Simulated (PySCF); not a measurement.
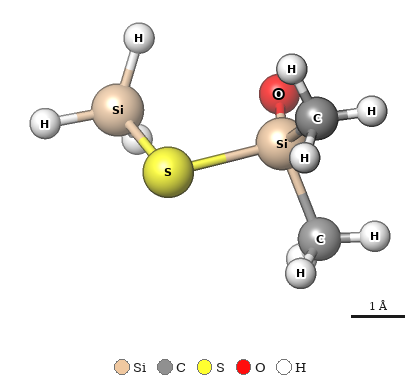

Figure 1. The input geometry (ball-and-stick view, seen at a tilt). Bond lengths as drawn: C–H 1.06 to 1.10 Å, C–Si 1.93 to 1.97 Å, H–Si 1.44 to 1.45 Å, O–Si 1.49 Å and S–Si 2.13 to 2.30 Å.

**C$_{2}$H$_{9}$OSSi$_{2}$: geometry relaxation (part 1 of 2)**

C$_{2}$H$_{9}$OSSi$_{2}$, multiplicity 2, SMILES C[Si](C)([O])S[SiH3], computed with PBE0-D3(BJ)/def2-SVP geometry optimisation, gas phase (PySCF 2.14.0).

The input
```
{"job": {"xc": "PBE0", "basis": "def2-SVP", "d3": "d3bj", "grid": 2, "kind": "geom", "shake": 0.01}, "charge": 0, "multiplicity": 2}
Si    -0.502167    -0.360076    -0.188954
C     -1.474989    -0.586537     1.456788
C     -1.525635     1.070930    -1.064554
S      1.265677     0.900100     0.581541
Si     2.830118    -0.275845    -0.268342
O      0.061398    -1.496078    -0.979227
H     -0.893067    -1.256279     2.092206
H     -2.410001    -1.034412     1.230419
H     -1.631187     0.357845     2.003009
H     -1.545548     1.970904    -0.443858
H     -1.039310     1.293090    -1.994739
H     -2.505857     0.721003    -1.239669
H      3.976997     0.443965     0.242077
H      2.689075    -1.607538     0.286932
H      2.693573    -0.166446    -1.698958
```

The first line tells a small driver script what to run in PySCF; the rest is the geometry in Å.

Launch command:
```bash
OMP_NUM_THREADS=1 python <driver script> task.json out
```

What the program printed
```
step   0  E = -1133.04984705  max force = 0.090554
step   1  E = -1133.07073587  max force = 0.062983
step   2  E = -1133.07907875  max force = 0.058039
step   3  E = -1133.07544290  max force = 0.056036
step   4  E = -1133.08753284  max force = 0.023212
step   5  E = -1133.08779829  max force = 0.019203
step   6  E = -1133.09030154  max force = 0.012978
step   7  E = -1133.09099912  max force = 0.002050
step   8  E = -1133.09111893  max force = 0.001751
step   9  E = -1133.09121251  max force = 0.001032
step  10  E = -1133.09127523  max force = 0.001235
step  11  E = -1133.09136339  max force = 0.001916
step  12  E = -1133.09148286  max force = 0.002924
step  13  E = -1133.09172175  max force = 0.004044
step  14  E = -1133.09189514  max force = 0.002588
step  15  E = -1133.09205207  max force = 0.000971
step  16  E = -1133.09213692  max force = 0.000845
step  17  E = -1133.09218604  max force = 0.000481
step  18  E = -1133.09220055  max force = 0.000183
optimisation converged
```

Trajectory as extended XYZ (Å, eV, eV/Å), 19 frames, from step=0 to step=18
```
15
Properties=species:S:1:pos:R:3:forces:R:3 step=0 energy=-30831.85677
Si   -0.5022   -0.3601   -0.1890   -1.6841   4.6565   3.4585
C    -1.4750   -0.5865    1.4568    1.4778   0.4909  -0.0884
C    -1.5256    1.0709   -1.0646    1.6467  -0.0305   0.6867
S     1.2657    0.9001    0.5815   -1.0071   0.2446  -0.0087
Si    2.8301   -0.2758   -0.2683   -0.7092   0.3691   0.5203
O     0.0614   -1.4961   -0.9792    1.4344  -3.5625  -2.6403
H    -0.8931   -1.2563    2.0922    0.0754  -0.2393   0.2066
H    -2.4100   -1.0344    1.2304   -1.3350  -0.6492  -0.3053
H    -1.6312    0.3579    2.0030    0.0669   0.0002  -0.2504
H    -1.5455    1.9709   -0.4439    0.0611  -0.0035   0.2471
H    -1.0393    1.2931   -1.9947    0.3782   0.2124  -0.8616
H    -2.5059    0.7210   -1.2397   -1.5475  -0.7257  -0.2168
H     3.9770    0.4440    0.2421    0.9473   0.1874   0.1380
H     2.6891   -1.6075    0.2869    0.1099  -0.8346   0.1068
H     2.6936   -0.1664   -1.6990    0.0854  -0.1157  -0.9924
15
Properties=species:S:1:pos:R:3:forces:R:3 step=1 energy=-30832.42518
Si   -0.5032   -0.2857   -0.1149   -0.6327   3.2387   2.5363
C    -1.4420   -0.6320    1.4965    0.1389  -0.2588  -0.4915
C    -1.4401    1.0850   -1.1027    0.1886  -0.5627  -0.1609
S     1.1758    1.0122    0.6224   -0.1377  -0.3780  -0.2435
Si    2.7054   -0.2347   -0.2574   -0.2989   0.4838   0.3059
O     0.0780   -1.4567   -0.9521    0.6837  -2.0115  -1.6221
H    -0.8450   -1.3070    2.1242    0.0122  -0.0266   0.0377
H    -2.3925   -1.1220    1.2545   -0.1940  -0.0807   0.0654
H    -1.6296    0.2978    2.0507    0.0170   0.0553  -0.0859
H    -1.4912    1.9954   -0.4943    0.0247  -0.0598   0.1460
H    -0.9097    1.2900   -2.0379    0.0420   0.0352  -0.1048
H    -2.4403    0.6966   -1.3148   -0.2373  -0.0297  -0.0880
H     3.9619    0.4153    0.1819    0.2684  -0.0340  -0.0084
H     2.5883   -1.6063    0.2851    0.0369  -0.2563  -0.0279
H     2.5731   -0.1732   -1.7266    0.0881  -0.1150  -0.2581
15
Properties=species:S:1:pos:R:3:forces:R:3 step=2 energy=-30832.65220
Si   -0.5089   -0.2357   -0.0696   -0.1719   2.9845   2.0856
C    -1.4559   -0.6293    1.5040   -0.0404  -0.4021  -0.3880
C    -1.4453    1.0674   -1.1072   -0.0916  -0.7562  -0.3003
S     1.1858    1.0261    0.6328   -0.0457  -0.5502  -0.2396
Si    2.7180   -0.2117   -0.2571   -0.1539   0.3059   0.1746
O     0.0387   -1.4358   -0.9515    0.4246  -1.6439  -1.3586
H    -0.8597   -1.3088    2.1300   -0.0118   0.0306   0.0525
H    -2.4110   -1.1215    1.2610   -0.0291   0.0101   0.0730
H    -1.6475    0.2984    2.0604    0.0233   0.0406  -0.0202
H    -1.5099    1.9801   -0.5020    0.0336  -0.0217   0.0900
H    -0.9047    1.2642   -2.0421   -0.0106   0.0637   0.0124
H    -2.4464    0.6675   -1.3273   -0.0541   0.1147  -0.0750
H     4.0136    0.3768    0.1929    0.0221  -0.0407  -0.0114
H     2.5898   -1.6148    0.2325    0.0477  -0.0510  -0.0575
H     2.6325   -0.1480   -1.7423    0.0577  -0.0844  -0.0377
15
Properties=species:S:1:pos:R:3:forces:R:3 step=3 energy=-30832.55327
Si   -0.5025    0.0019    0.0580   -0.2262  -2.8815  -2.2642
C    -1.4728   -0.5724    1.4843   -0.4071  -0.2274   0.9452
C    -1.5435    0.9671   -1.0976   -0.4427   0.6951  -0.3905
S     1.2591    0.9813    0.6639    0.6455   0.5693   0.3326
Si    2.8302   -0.1750   -0.2239    0.7438  -1.1088  -0.7545
O    -0.2384   -1.3251   -1.0569    0.2924   0.9892   1.0933
H    -0.8982   -1.2826    2.1014   -0.0159   0.1457   0.0538
H    -2.4531   -1.0418    1.2519    0.4140   0.2760  -0.1920
H    -1.6461    0.3419    2.0724   -0.1606  -0.0938   0.3610
H    -1.6397    1.8887   -0.5014   -0.3506   0.4491  -0.4283
H    -1.0295    1.1724   -2.0521   -0.0294   0.1573   0.2259
H    -2.5486    0.5418   -1.3224    0.5280   0.0772   0.3495
H     4.1763    0.2554    0.3148   -0.5171   0.1935   0.0994
H     2.7321   -1.6636    0.0568   -0.1844   0.4663   0.1523
H     2.9637   -0.1152   -1.7346   -0.2896   0.2927   0.4164
15
Properties=species:S:1:pos:R:3:forces:R:3 step=4 energy=-30832.88225
Si   -0.5138   -0.0328    0.0519   -0.0686  -1.1769  -1.1936
C    -1.4481   -0.6205    1.5377   -0.1853   0.1250   0.2951
C    -1.4927    1.0150   -1.1489   -0.1864   0.2489   0.2633
S     1.2462    1.0134    0.6754    0.2419   0.1976   0.1576
Si    2.7689   -0.1890   -0.2412    0.3531  -0.6040  -0.4107
O    -0.1693   -1.3360   -1.0053    0.1203   0.4763   0.5697
H    -0.8444   -1.3147    2.1426    0.0287   0.0600  -0.0367
H    -2.4068   -1.1103    1.2927    0.1547   0.1006  -0.1081
H    -1.6536    0.2715    2.1528   -0.0651  -0.0892   0.1323
H    -1.6244    1.9652   -0.6023   -0.1421   0.1314  -0.2531
H    -0.9381    1.2063   -2.0798    0.0293   0.0084   0.1170
H    -2.4817    0.5869   -1.3908    0.1844   0.0181   0.1084
H     4.0995    0.2675    0.2855   -0.2692   0.1020   0.0505
H     2.6239   -1.6512    0.0862   -0.0624   0.2540   0.0771
H     2.8234   -0.0962   -1.7421   -0.1331   0.1479   0.2311
15
Properties=species:S:1:pos:R:3:forces:R:3 step=5 energy=-30832.88947
Si   -0.3942   -0.0790    0.0232   -0.5868   0.9875   0.4868
C    -1.4860   -0.5635    1.4593    0.4310  -0.2072   0.3474
C    -1.5119    0.9985   -1.0459    0.4015   0.0994  -0.2868
S     1.3623    1.0338    0.6768   -0.3856  -0.2914  -0.0890
Si    2.8104   -0.2414   -0.2776   -0.0218   0.0775   0.0337
O     0.0181   -1.3632   -0.9433    0.1259  -0.3062  -0.2311
H    -0.9509   -1.2628    2.1169   -0.1097  -0.0823   0.1131
H    -2.4112   -1.0317    1.0981   -0.0046  -0.0603  -0.0682
H    -1.7452    0.3250    2.0579    0.0558   0.0178  -0.0898
H    -1.7054    1.9507   -0.5246    0.0827  -0.0925   0.0873
H    -1.0156    1.2260   -1.9974   -0.1070   0.0592  -0.1486
H    -2.4649    0.4861   -1.2232   -0.0445  -0.0817  -0.0770
H     4.1192    0.2640    0.2204    0.0689  -0.0144  -0.0117
H     2.6172   -1.6590    0.1315    0.0570  -0.0605  -0.0038
H     2.7471   -0.1086   -1.7576    0.0372  -0.0450  -0.0624
15
Properties=species:S:1:pos:R:3:forces:R:3 step=6 energy=-30832.95759
Si   -0.4443   -0.0715    0.0261   -0.3504   0.6673   0.2979
C    -1.4591   -0.5964    1.5041    0.2144  -0.0871   0.0845
C    -1.4875    1.0220   -1.0969    0.1735  -0.0435  -0.0602
S     1.3050    1.0288    0.6786   -0.1126  -0.2011  -0.0533
Si    2.7737   -0.2314   -0.2694   -0.0289   0.0788   0.0375
O    -0.0406   -1.3615   -0.9500    0.1188  -0.2323  -0.1467
H    -0.8904   -1.2949    2.1356   -0.0465  -0.0329   0.0182
H    -2.3907   -1.0777    1.1748   -0.0215  -0.0377  -0.0138
H    -1.7053    0.2837    2.1188    0.0104   0.0217  -0.0457
H    -1.6641    1.9816   -0.5853    0.0258  -0.0376   0.0543
H    -0.9589    1.2275   -2.0375   -0.0464   0.0062  -0.0531
H    -2.4510    0.5372   -1.3030   -0.0360  -0.0211  -0.0677
H     4.0769    0.2840    0.2366    0.0443  -0.0102  -0.0118
H     2.5998   -1.6544    0.1334    0.0360  -0.0380  -0.0003
H     2.7257   -0.1022   -1.7516    0.0192  -0.0325  -0.0398
15
Properties=species:S:1:pos:R:3:forces:R:3 step=7 energy=-30832.97657
Si   -0.4804   -0.0512    0.0349   -0.1054   0.0956  -0.0779
C    -1.4486   -0.6108    1.5261    0.0012  -0.0091   0.0253
C    -1.4837    1.0329   -1.1235   -0.0022  -0.0035   0.0503
S     1.2782    1.0156    0.6863    0.0522  -0.0603  -0.0015
Si    2.7636   -0.2257   -0.2618    0.0040  -0.0355  -0.0414
O    -0.0766   -1.3527   -0.9523    0.0638  -0.0216   0.0457
H    -0.8595   -1.3095    2.1383    0.0043  -0.0006  -0.0089
H    -2.3841   -1.1031    1.2192    0.0124   0.0059  -0.0003
H    -1.6897    0.2639    2.1507   -0.0112  -0.0097   0.0002
H    -1.6564    1.9948   -0.6138   -0.0166  -0.0037  -0.0206
H    -0.9356    1.2284   -2.0558    0.0045  -0.0002   0.0051
H    -2.4516    0.5647   -1.3571    0.0200   0.0042  -0.0085
H     4.0704    0.2975    0.2344   -0.0245   0.0129   0.0014
H     2.6200   -1.6562    0.1379    0.0073   0.0227   0.0095
H     2.7231   -0.1138   -1.7490   -0.0097   0.0030   0.0216
15
Properties=species:S:1:pos:R:3:forces:R:3 step=8 energy=-30832.97983
Si   -0.4865   -0.0443    0.0405   -0.0066   0.0900  -0.0154
C    -1.4487   -0.6139    1.5318   -0.0343  -0.0045  -0.0112
C    -1.4750    1.0380   -1.1276   -0.0330  -0.0079   0.0306
S     1.2760    1.0105    0.6975    0.0552  -0.0213   0.0162
Si    2.7522   -0.2293   -0.2665   -0.0157  -0.0048  -0.0194
O    -0.0603   -1.3489   -0.9337    0.0205  -0.0583   0.0058
H    -0.8525   -1.3103    2.1393    0.0097   0.0016  -0.0098
H    -2.3793   -1.1134    1.2224   -0.0004  -0.0011   0.0086
H    -1.6989    0.2553    2.1601   -0.0056  -0.0034   0.0024
H    -1.6591    2.0012   -0.6253   -0.0103  -0.0021  -0.0079
H    -0.9133    1.2323   -2.0520    0.0095  -0.0006   0.0039
H    -2.4376    0.5675   -1.3765    0.0040   0.0021  -0.0125
H     4.0587    0.3090    0.2119   -0.0026   0.0082  -0.0015
H     2.6245   -1.6570    0.1447    0.0106   0.0049   0.0068
H     2.6889   -0.1218   -1.7521   -0.0009  -0.0029   0.0034
15
Properties=species:S:1:pos:R:3:forces:R:3 step=9 energy=-30832.98238
Si   -0.4893   -0.0381    0.0532    0.0530   0.0315   0.0009
C    -1.4624   -0.6130    1.5367   -0.0278   0.0059  -0.0267
C    -1.4642    1.0408   -1.1273   -0.0181  -0.0072   0.0054
S     1.2843    0.9956    0.7190    0.0050  -0.0012   0.0233
Si    2.7492   -0.2317   -0.2776   -0.0092   0.0038  -0.0064
O    -0.0458   -1.3545   -0.9025   -0.0257  -0.0367  -0.0013
H    -0.8659   -1.3094    2.1439    0.0073   0.0047  -0.0025
H    -2.3883   -1.1166    1.2198    0.0017   0.0003   0.0014
H    -1.7227    0.2517    2.1669    0.0015   0.0013   0.0063
H    -1.6632    2.0046   -0.6324   -0.0037  -0.0008   0.0024
H    -0.8864    1.2360   -2.0418    0.0071   0.0031   0.0061
H    -2.4198    0.5669   -1.3958    0.0015  -0.0067  -0.0038
H     4.0566    0.3316    0.1687    0.0033   0.0041  -0.0048
H     2.6573   -1.6584    0.1449    0.0059   0.0012   0.0031
H     2.6498   -0.1308   -1.7613   -0.0018  -0.0032  -0.0033
15
Properties=species:S:1:pos:R:3:forces:R:3 step=10 energy=-30832.98409
Si   -0.4878   -0.0391    0.0694    0.0635  -0.0256  -0.0022
C    -1.4826   -0.6087    1.5406   -0.0066   0.0143  -0.0099
C    -1.4463    1.0388   -1.1236    0.0015   0.0004  -0.0204
S     1.2935    0.9738    0.7473   -0.0248   0.0043   0.0267
Si    2.7481   -0.2300   -0.2922    0.0052   0.0108   0.0018
O    -0.0415   -1.3707   -0.8684   -0.0437   0.0014   0.0012
H    -0.8943   -1.3076    2.1530   -0.0004   0.0034   0.0040
H    -2.4055   -1.1099    1.2117    0.0016   0.0001  -0.0038
H    -1.7489    0.2551    2.1695    0.0044   0.0014   0.0040
H    -1.6571    2.0029   -0.6342   -0.0006  -0.0031   0.0083
H    -0.8532    1.2350   -2.0283    0.0004   0.0060   0.0043
H    -2.3955    0.5621   -1.4091   -0.0002  -0.0089  -0.0008
H     4.0556    0.3599    0.1186    0.0046  -0.0002  -0.0078
H     2.6983   -1.6577    0.1325    0.0005  -0.0007   0.0006
H     2.6063   -0.1291   -1.7724   -0.0053  -0.0036  -0.0060
```
